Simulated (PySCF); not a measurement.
# RuNH₃: relaxation and vibrations of the triplet

Where does triplet RuNH₃ go from a tetrahedral start, is the end point a minimum, and what are its modes, charges and moments?

The runs use PySCF 2.14.0; PBE0, basis Ru def2-TZVP with ECP28, N def2-TZVP, H def2-TZVP, scalar-relativistic core potentials, no spin–orbit coupling, density fitting.

### Step 1. Starting geometry

5 atoms, charge 0, spin multiplicity 3.

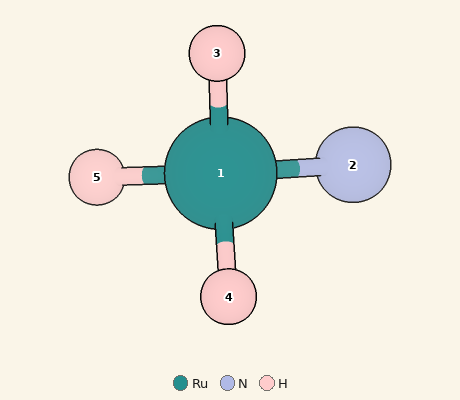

The starting geometry (ruthenium teal, nitrogen light blue, hydrogen pink); atoms are numbered from 1 in the order of the file.

```xyz
5
charge 0 multiplicity 3
Ru    0.0000    0.0000    0.0000
N     0.0000   -1.4208   -1.0045
H     1.2820    0.0000    0.9063
H    -1.2820    0.0000    0.9063
H     0.0000    1.2820   -0.9063
```

### Step 2. The SCF at the typed geometry

The steps below are one call of a driver around PySCF. For each, scf.py gives the equivalent set-up of the SCF; relaxations use the driver's own optimiser. After this first run the driver tries any further starts and a stability analysis.

Input file scf.py:

```python
from pyscf import gto, scf, dft
mol = gto.M(atom='''
Ru     0.000000     0.000000     0.000000
N     -0.000000    -1.420800    -1.004500
H      1.282000     0.000000     0.906300
H     -1.282000     0.000000     0.906300
H      0.000000     1.282000    -0.906300''',
    basis={'Ru': 'def2-TZVP', 'N': 'def2-TZVP', 'H': 'def2-TZVP'},
    ecp={'Ru': 'def2-TZVP'},
    charge=0, spin=2)
mf = dft.UKS(mol, xc='PBE0')
mf.grids.atom_grid = (50, 194)
aux = {'Ru': 'def2-universal-JKFIT', 'N': 'def2-universal-JKFIT', 'H': 'def2-universal-JKFIT'}
mf = mf.density_fit(auxbasis=aux)
mf.conv_tol = 1e-08
mf.diis_space = 10
mf.max_cycle = 60
mf.init_guess = 'minao'
mf.verbose = 4
mf.kernel()
```

Command:

```
> OMP_NUM_THREADS=4 python axn.py task.json out
```

Standard output:

```text
init E= -143.218623991753
[... the frontier-level lines of each cycle are left out ...]
cycle= 1 E= -150.5388967432  delta_E= -7.32  |g|= 1.38  |ddm|= 3.01
cycle= 2 E= -144.037555024995  delta_E=  6.5  |g|= 3.27  |ddm|= 4.45
cycle= 3 E= -150.871935427692  delta_E= -6.83  |g|= 0.935  |ddm|= 4.32
cycle= 4 E= -151.049948729305  delta_E= -0.178  |g|= 0.669  |ddm|= 0.752
cycle= 5 E= -151.268952227228  delta_E= -0.219  |g|= 0.11  |ddm|= 0.527
cycle= 6 E= -151.273542853389  delta_E= -0.00459  |g|= 0.0426  |ddm|= 0.0658
cycle= 7 E= -151.273965293587  delta_E= -0.000422  |g|= 0.0289  |ddm|= 0.0232
cycle= 8 E= -151.274254082472  delta_E= -0.000289  |g|= 0.0155  |ddm|= 0.0163
cycle= 9 E= -151.274360084372  delta_E= -0.000106  |g|= 0.0043  |ddm|= 0.00958
cycle= 10 E= -151.274370062209  delta_E= -9.98e-06  |g|= 0.00105  |ddm|= 0.00398
cycle= 11 E= -151.274370856002  delta_E= -7.94e-07  |g|= 0.00105  |ddm|= 0.00139
cycle= 12 E= -151.274371476575  delta_E= -6.21e-07  |g|= 0.000293  |ddm|= 0.00103
cycle= 13 E= -151.274371565858  delta_E= -8.93e-08  |g|= 5.6e-05  |ddm|= 0.00057
cycle= 14 E= -151.274371569795  delta_E= -3.94e-09  |g|= 2.49e-05  |ddm|= 0.000105
Extra cycle  E= -151.274371567978  delta_E= 1.82e-09  |g|= 8.18e-05  |ddm|= 5.6e-05
converged SCF energy = -151.274371567978  <S^2> = 2.0515019  2S+1 = 3.0341403
```

This step, with its further starts and checks, ran for 8 s (4 threads of Arm Neoverse V2, shared host).

Energies from each starting density:

```tsv
start	energy (Eh)
the minimal-basis guess	-151.274372
a thermally smeared density	-151.274372
a smeared PBE density	-151.274372
```

The test of internal stability and the other starts found no lower solution of this spin.

### Step 3. Relaxation: tetrahedral start, triplet

The program finds C3v symmetry in the start, which this walk keeps. Threshold on the gradient: 0.0003 Eh/bohr, with a further test on the energy change.

scf.py, as its differences from that of step 2:

```diff
@@ -3,5 +3,5 @@
-Ru     0.000000     0.000000     0.000000
-N     -0.000000    -1.420800    -1.004500
-H      1.282000     0.000000     0.906300
-H     -1.282000     0.000000     0.906300
-H      0.000000     1.282000    -0.906300''',
+Ru     0.000000     0.156415     0.110603
+N     -0.000000    -1.264307    -0.894007
+H      1.281901     0.156411     1.017043
+H     -1.281901     0.156411     1.017043
+H      0.000000     1.438319    -0.795833''',
@@ -18 +17,0 @@
-mf.init_guess = 'minao'
```

Steps of the walk:

```tsv
step	energy (Eh)	change (kJ/mol)	largest symmetric gradient (Eh/bohr)
0	-151.274372	0.00	0.06918
1	-151.287359	-34.10	0.01765
2	-151.288318	-36.62	0.01641
3	-151.288857	-38.03	0.00256
4	-151.288933	-38.23	0.00062
5	-151.288939	-38.25	0.00040
6	-151.288943	-38.26	0.00014
7	-151.288943	-38.26	0.00002
```

The walk took 11 s.

Geometry (Å) and forces (eV/Å) at some steps:

```
step 0
Ru   0.000   0.156   0.111   0.000  -3.559  -2.513
N    0.000  -1.264  -0.894   0.000   3.488   2.463
H    1.282   0.156   1.017   0.287  -0.072   0.152
H   -1.282   0.156   1.017  -0.287  -0.072   0.152
H    0.000   1.438  -0.796   0.000   0.215  -0.253
step 1
Ru   0.000   0.137   0.097   0.000  -0.910  -0.639
N    0.000  -1.188  -0.840   0.000   0.783   0.549
H    1.291   0.134   1.008   0.400  -0.091   0.218
H   -1.291   0.134   1.008  -0.400  -0.091   0.218
H    0.000   1.426  -0.818   0.000   0.309  -0.347
step 4
Ru   0.000   0.152   0.107   0.000   0.029   0.026
N    0.000  -1.154  -0.816   0.000   0.022   0.011
H    1.333   0.104   1.016  -0.006  -0.015  -0.015
H   -1.333   0.104   1.016   0.006  -0.015  -0.015
H    0.000   1.437  -0.869   0.000  -0.022  -0.006
step 7
Ru   0.000   0.157   0.111   0.000  -0.002   0.004
N    0.000  -1.149  -0.812   0.000   0.002  -0.003
H    1.335   0.100   1.015  -0.001   0.000  -0.001
H   -1.335   0.100   1.015   0.001   0.000  -0.001
H    0.000   1.435  -0.873   0.000  -0.001   0.001
```

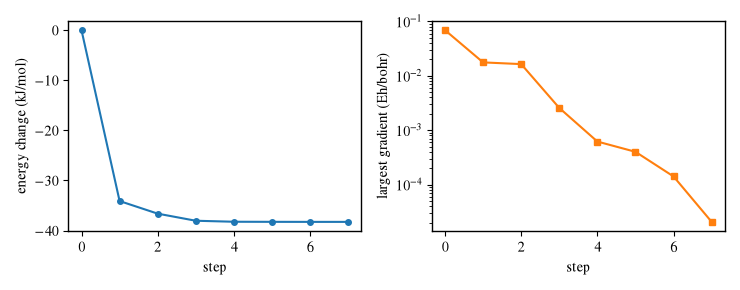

Energy and largest gradient along the walk.

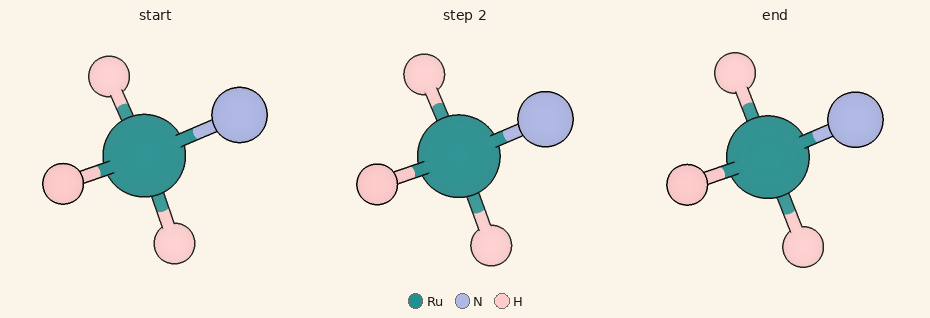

The geometry along the walk, at one scale.

End point (C3v, 7 steps, 38.3 kJ/mol gained): Ru–H 1.613 Å (×3), Ru–N 1.599 Å; H–Ru–H 111.7° (×3), H–Ru–N 107.2° (×3).

### Step 4. Frequencies

The point is checked on the finer grid, and tightened if its gradient asks for it. The Hessian and the dipole derivatives come from central differences of analytic gradients, with steps of 0.02 bohr.

scf.py, as its differences from that of step 3:

```diff
@@ -3,5 +3,5 @@
-Ru     0.000000     0.156415     0.110603
-N     -0.000000    -1.264307    -0.894007
-H      1.281901     0.156411     1.017043
-H     -1.281901     0.156411     1.017043
-H      0.000000     1.438319    -0.795833''',
+Ru     0.000000     0.143921     0.101768
+N     -0.000000    -1.161574    -0.821363
+H      1.335054     0.087350     1.005795
+H     -1.335054     0.087350     1.005795
+H      0.000000     1.422412    -0.882252''',
@@ -12 +12 @@
-mf.grids.atom_grid = (50, 194)
+mf.grids.atom_grid = (75, 302)
@@ -15 +15 @@
-mf.conv_tol = 1e-08
+mf.conv_tol = 1e-10
```

This SCF starts from the last density.

SCF at the final geometry:

```text
init E= -151.288958994049
[... the frontier-level lines of each cycle are left out ...]
cycle= 1 E= -151.288958993836  delta_E= 2.14e-10  |g|= 2.44e-05  |ddm|= 1.76e-05
cycle= 2 E= -151.288958990243  delta_E= 3.59e-09  |g|= 9.93e-05  |ddm|= 5.51e-05
cycle= 3 E= -151.288958994045  delta_E= -3.8e-09  |g|= 1.06e-05  |ddm|= 4.31e-05
cycle= 4 E= -151.288958994094  delta_E= -4.83e-11  |g|= 9.84e-07  |ddm|= 7.71e-06
Extra cycle  E= -151.288958994094  delta_E= -5.68e-14  |g|= 2.16e-06  |ddm|= 2.15e-06
converged SCF energy = -151.288958994094  <S^2> = 2.0106286  2S+1 = 3.0070774
```

The whole step took 31 s.

Geometry: C3v; Ru–H 1.613 Å (×3), Ru–N 1.599 Å; H–Ru–H 111.7° (×3), H–Ru–N 107.2° (×3).

Harmonic modes (main isotopes):

| symmetry | ω (cm⁻¹) | IR (km/mol) | μ (u) | type |
| --- | --- | --- | --- | --- |
| e | 576 | 25.1 | 1.02 | bend |
| a1 | 681 | 18.5 | 1.03 | bend |
| e | 686 | 0.0 | 1.16 | bend |
| a1 | 1085 | 76.3 | 13.63 | stretch |
| e | 2002 | 134 | 1.02 | stretch |
| a1 | 2006 | 40.7 | 1.02 | stretch |

No imaginary mode, so this is a minimum.

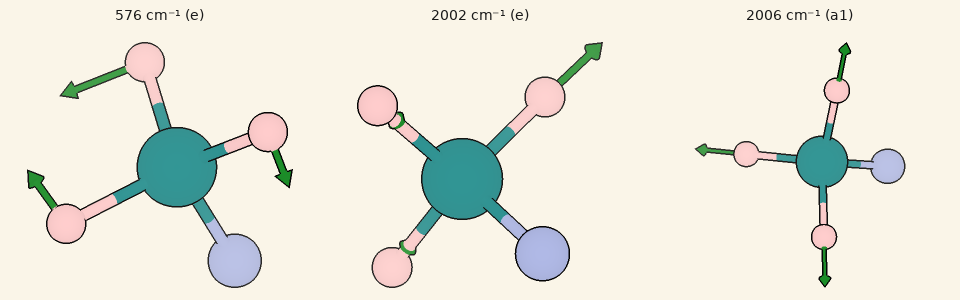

Displacements of 3 of the modes, as arrows (one member where a mode is degenerate).

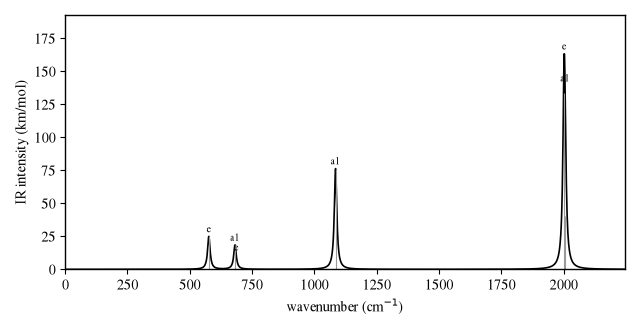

The harmonic infrared spectrum (widths in cm⁻¹). Lines are broadened to a width of 12 cm⁻¹ (Lorentzian).

Constants and moments:

- Dipole moment: 1.40 D
- Highest occupied level: -7.47 eV
- Lowest empty level: -4.00 eV
- Rotational constants: 2.346, 0.4633, 0.4633 cm⁻¹
- Zero-point energy: 61.6 kJ/mol
- Principal polarisabilities: 44.0, 44.0, 50.3 bohr³
- Atomisation energy without zero-point energy: 1175 kJ/mol
- Principal traceless quadrupole moments about the centre of mass: -0.61, 0.31, 0.31 D Å
- Entropy at 298.15 K and 1 bar (electronic part: spin only): 263.5 J/(mol K)
- Heat capacity Cp at 298.15 K: 54.5 J/(mol K)
- Enthalpy at 298.15 K above 0 K: 11.84 kJ/mol
- Rotational symmetry number: 3
- Spin squared ⟨S²⟩: 2.011

Populations by atom (charges in e):

| atom | Mulliken | Löwdin | polar tensor | spin (Mulliken) | Mayer order to Ru1 |
| --- | --- | --- | --- | --- | --- |
| Ru1 | 0.40 | 0.14 | 0.75 | 1.27 | – |
| N2 | -0.36 | -0.17 | -0.37 | 0.55 | 2.62 |
| H3,4,5 | -0.01 | 0.01 | -0.13 | 0.06 | 0.92 |

Outer orbital energies (eV). α occupied: -12.27, -12.27, -12.13, -11.17, -11.17, -10.44, -7.47, -7.47; empty: -1.96, -1.96, -1.91, 1.26. β occupied: -53.18, -21.41, -11.57, -11.56, -11.56, -9.95, -9.95, -9.88; empty: -4.00, -4.00, -1.51, -1.16.

Mulliken populations on Ru1 (outside its core potential): s 2.68, p 6.57, d 6.33, f 0.02.

### Step 5. Summary of results

| quantity | value |
| --- | --- |
| minimum | triplet, C3v |
| geometry | Ru–H 1.613 Å (×3), Ru–N 1.599 Å; H–Ru–H 111.7° (×3), H–Ru–N 107.2° (×3) |
| wavenumbers (cm⁻¹) | 576 (e), 681 (a1), 686 (e), 1085 (a1), 2002 (e), 2006 (a1) |
| dipole moment | 1.40 D |
| highest occupied, lowest empty level (either spin) | -7.47, -4.00 eV |
| polar-tensor charge of Ru1 | +0.75 e |
| zero-point energy | 61.6 kJ/mol |
| entropy at 298.15 K | 263.5 J/(mol K) |
| atomisation energy (no zero-point energy) | 1175 kJ/mol |
| ⟨S²⟩ | 2.011 |

The tetrahedral start keeps its C3v symmetry and ends in a minimum. The strongest infrared band lies at 2002 cm⁻¹ (e, stretch). Most of the spin sits on Ru1 (Mulliken spin 1.27, against 2 for the whole molecule). Only this shape and spin were tried, so other structures or states may lie lower. One determinant may miss the lowest occupation of an open d or f shell.

The search up to here took 50 s.
